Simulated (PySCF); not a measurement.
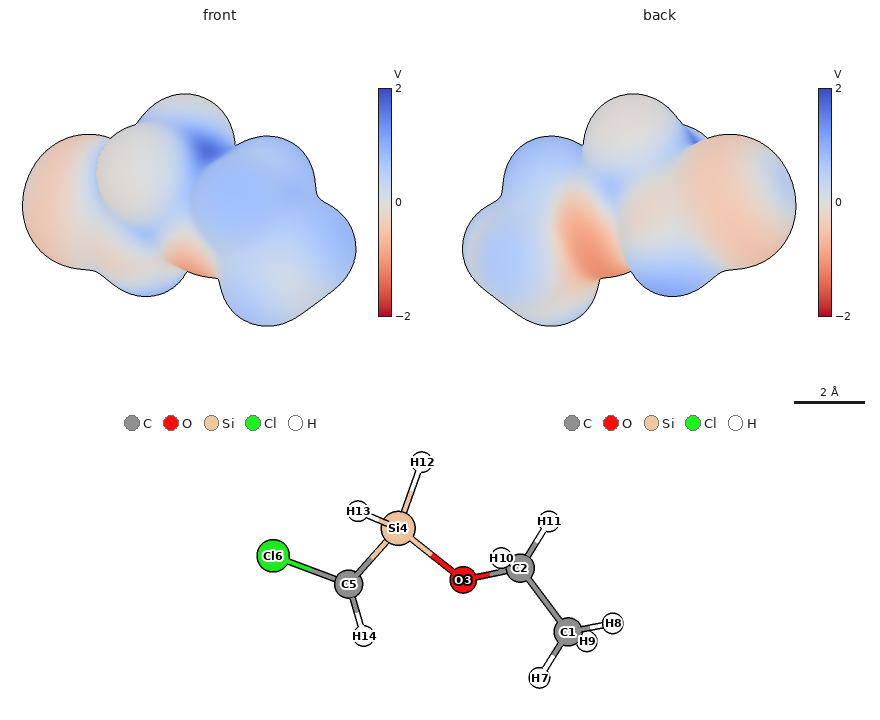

C$_{3}$H$_{8}$ClOSi (SMILES CCO[SiH2][CH]Cl) (doublet). The electrostatic potential painted on the density surface at 0.002 e/bohr³, seen from the front and from behind; the colour scale runs from red (negative) to blue (positive). The bare structure is drawn below in the same view.

Geometry: GFN2-xTB.

Level of theory: UKS B3LYP, pcH-1 on C Cl H O Si, non-relativistic, mean-field spin-orbit, GIAO in PySCF 2.14.0, density-fitted response routines.

Input file:

```
{"job": {"kind": "epr", "basis": "pcH-1"}, "charge": 0, "multiplicity": 2}
C     -1.891855    -0.291739    -1.398535
C     -1.254743     0.427190    -0.219266
O      0.045671    -0.049423    -0.031661
Si     1.129301     0.393810     1.084544
C      2.539416    -0.711100     0.613155
Cl     3.988618    -0.674128     1.469626
H     -1.307373    -0.115396    -2.297689
H     -2.904322     0.069883    -1.554050
H     -1.919574    -1.361337    -1.207523
H     -1.225532     1.508691    -0.402445
H     -1.841683     0.258407     0.692292
H      0.641196     0.142869     2.448194
H      1.465581     1.821230     0.981285
H      2.534620    -1.419432    -0.200094
```

Launched as:

```sh
OMP_NUM_THREADS=1 python probes_run.py task.json out
```

Question: Describe the electrostatic potential map.

Answer: The most negative region (about −1.0 V) lies over O3, the most positive (about +1.5 V) over Si4. Cl6 shows a σ-hole: about +0.4 V at the tip opposite its bond, against about −0.3 V on its flanks. O3 is the likeliest acceptor of a hydrogen bond.
